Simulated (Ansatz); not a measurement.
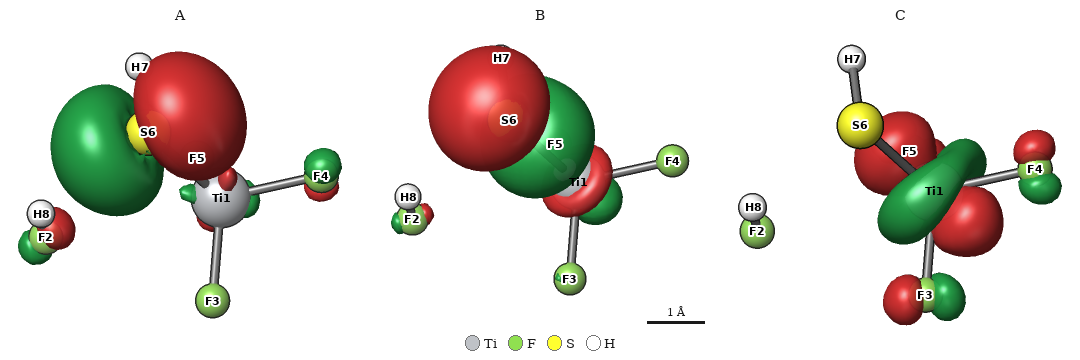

Figure 1: F3HSTi···HF. Three frontier orbitals at ±0.15 Å⁻³ᐟ² (green and red are the two phases), in no order.

Not at a stationary point (largest force 0.6 eV/Å).

The calculation used RKS B3LYP/def2-SVP (Ansatz 0.2.0).

```yaml
atoms:
  - { symbol: Ti, position_ang: [-0.5044, 0.1940, -0.4157] }
  - { symbol: F, position_ang: [-0.0871, -1.0832, 2.2918] }
  - { symbol: F, position_ang: [0.8811, 0.9652, 0.2729] }
  - { symbol: F, position_ang: [-0.7418, 0.9333, -1.9642] }
  - { symbol: F, position_ang: [-0.3801, -1.5039, -0.7276] }
  - { symbol: S, position_ang: [-2.4367, 0.6783, 0.8895] }
  - { symbol: H, position_ang: [-3.0186, -0.4713, 0.4493] }
  - { symbol: H, position_ang: [-0.8424, -0.5852, 2.5031] }
```

Question: Which picture is the HOMO−1, the HOMO and the LUMO?

Answer: B is the HOMO−1 (−9.17 eV). It lies mainly on S6 (about 75 %) and Ti1 (about 20 %). A is the HOMO (−8.05 eV). It lies mainly on S6 (about 80 %) and Ti1 (about 10 %); largely a lone pair of S6. C is the LUMO (−3.47 eV). Its weight (Hirshfeld) is mainly on Ti1 (about 80 %), F5 (about 5 %) and F3 (about 5 %).

Question: What is the HOMO–LUMO gap?

Answer: 4.58 eV between the orbital energies.
